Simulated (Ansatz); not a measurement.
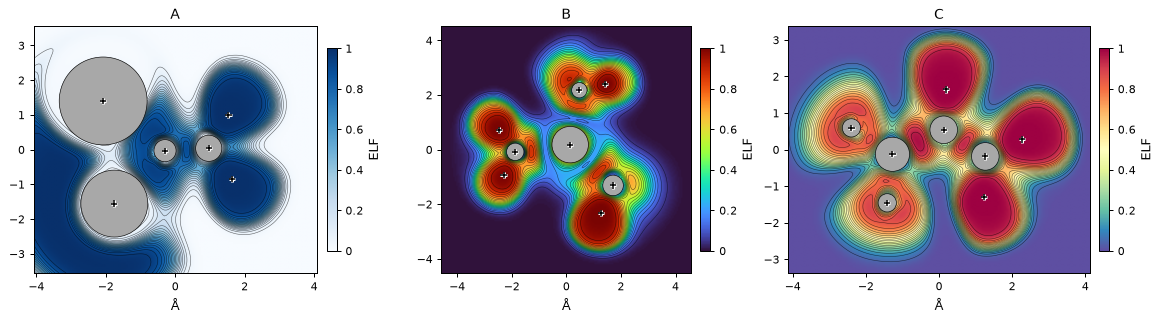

The electron localisation function of 3 systems, each on a plane through atoms (crosses mark nuclei in the plane; grey discs cover the cores).

These are results of isolated molecule in a Gaussian basis; Kohn-Sham density functional theory, functional PBE0 (Ansatz 0.2.0), not measurements.

System 1: CH$_{2}$MgNNa, the molecular plane. Geometry: PBE0-D3(BJ)/def2-SVP.

| atom | x (Å) | y (Å) | z (Å) |
| --- | --- | --- | --- |
| C | 0.3976 | 0.0734 | 0.2851 |
| Mg | -1.2431 | 1.2758 | 2.6915 |
| N | -0.4074 | -0.0200 | 1.2514 |
| Na | -1.6488 | -1.6406 | 2.2791 |
| H | 0.8888 | 1.0257 | -0.0238 |
| H | 0.6973 | -0.7892 | -0.3562 |

System 2: C$_{2}$H$_{3}$BF$_{2}$ (SMILES C=CB(F)F), the molecular plane. Geometry: PBE-D3(BJ)/def2-SVP.

```yaml
atoms:
  - { symbol: C, position_ang: [-1.5273, 0.2653, -0.1017] }
  - { symbol: C, position_ang: [-1.7782, -0.5995, -1.1087] }
  - { symbol: B, position_ang: [-0.3745, 0.0291, 0.9125] }
  - { symbol: F, position_ang: [-0.1287, 0.8854, 1.9061] }
  - { symbol: F, position_ang: [0.4210, -1.0411, 0.8345] }
  - { symbol: H, position_ang: [-2.1600, 1.1641, 0.0019] }
  - { symbol: H, position_ang: [-2.5936, -0.4434, -1.8354] }
  - { symbol: H, position_ang: [-1.1670, -1.5083, -1.2434] }
```

System 3: CH$_{6}$InNO, the plane of atoms In2, O4 and H10. Geometry: B3LYP-D3(BJ)/def2-SVP; core potentials replace the inner electrons of In.

```xyz
10

C    -0.8558   -2.7299   -0.6789
In   -1.1261   -1.1203   -2.1057
N    -2.2732   -1.0896   -3.7900
O    -0.0657    0.6008   -2.0828
H     0.1759   -3.1047   -0.7447
H    -1.5557   -3.5472   -0.9005
H    -1.0388   -2.3554    0.3382
H    -3.1299   -1.6366   -3.8274
H    -2.4332   -0.1788   -4.2156
H     0.5708    0.6467   -1.3573
```

Q: Which map belongs to which system?

A: Panel A is system 1, CH$_{2}$MgNNa: the plane holds C, Mg, N, Na and H. C–N (1.26 Å): the ELF peaks at about 0.90 between the atoms; a short, multiple covalent bond. Panel B is system 3, CH$_{6}$InNO: the plane holds C, In, N, O and H. In–O (2.02 Å): the ELF peaks at about 0.85 in the valence shell of O, 0.6 Å from its nucleus, and drops to about 0.15 between the two atoms. Panel C is system 2, C$_{2}$H$_{3}$BF$_{2}$: the plane holds C, B, F and H. B–F (1.33 Å): the ELF peaks at about 0.85 between the atoms: a polar covalent bond.
